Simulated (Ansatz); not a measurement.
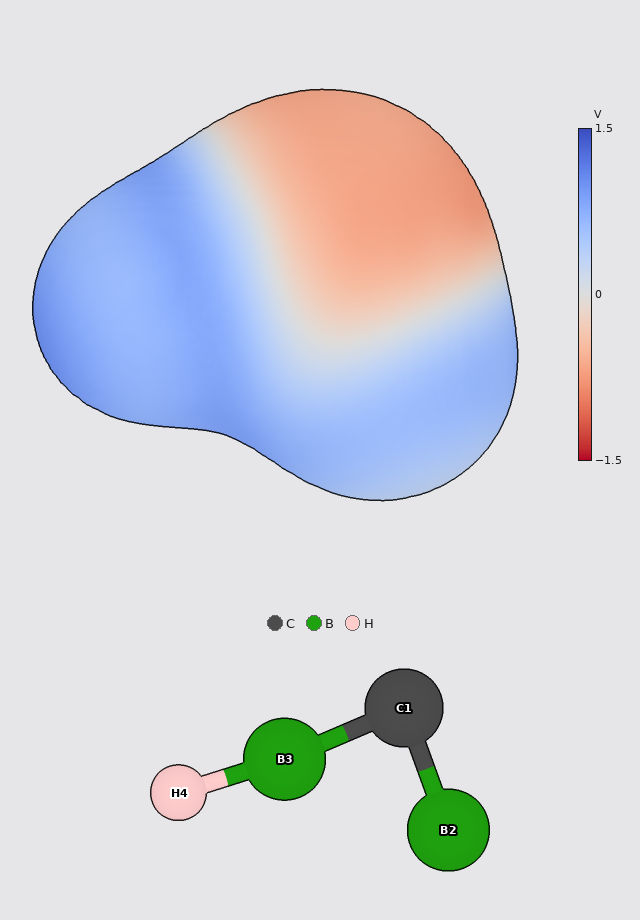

Figure. CHB2 (doublet). The electrostatic potential painted on the density surface at 0.002 e/bohr³, seen across its widest extent; red is negative and blue positive. The bare structure is drawn below in the same view.

Geometry: PBE0-D4/def2-TZVP.

The calculation used isolated molecule in a Gaussian basis; Kohn-Sham density functional theory, functional PBE0 in Ansatz 0.2.0.

Question: Where is the surface potential most negative and most positive?

Answer: The most negative region (about −0.7 V, or −16 kcal/mol for a unit charge) lies over C1, the most positive (about +1.0 V, or +23 kcal/mol for a unit charge) over H4.
